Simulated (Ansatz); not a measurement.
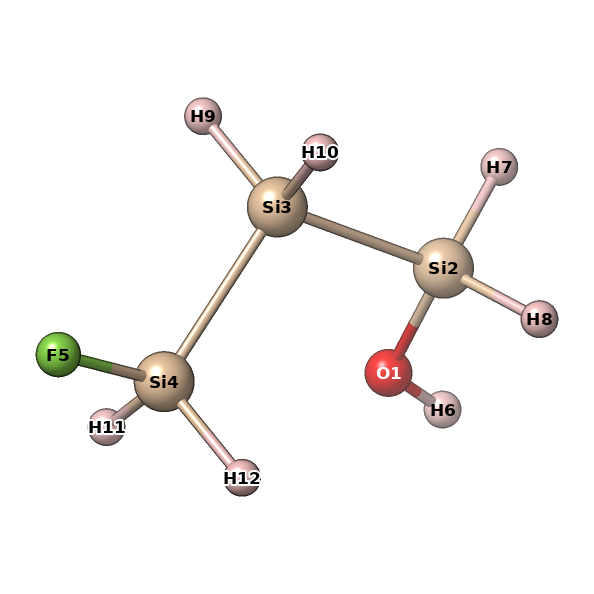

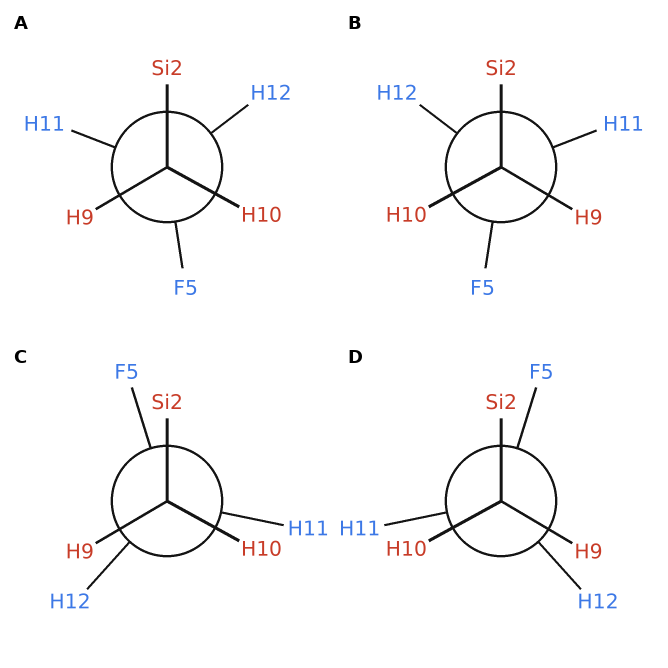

Distant atoms are faded towards the background colour. Bonds that would overlap in a projection are set slightly apart. The geometry was computed by an optimisation with PBE0-D4/def2-TZVP. No frequency run is at hand to confirm it as a minimum.

> Which Newman projection shows the view along Si3–Si4, with Si3 in front?

A. The torsion angle Si2–Si3–Si4–F5 is 171°, antiperiplanar (anti).
